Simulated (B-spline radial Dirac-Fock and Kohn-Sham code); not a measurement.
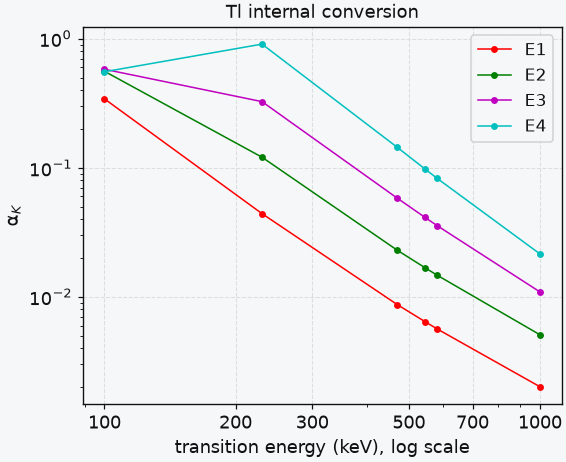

K-shell internal conversion coefficients against transition energy, at the marked points and joined by straight lines (also across edges). The figure is for thallium (Z = 81). Computed with a B-spline radial atomic code: a Dirac–Hartree–Slater potential of the neutral atom, no hole, surface-current nucleus.

### How do the multipoles rank at 581 keV?

E4 (0.0827), E3 (0.0356), E2 (0.0147), E1 (0.00564).
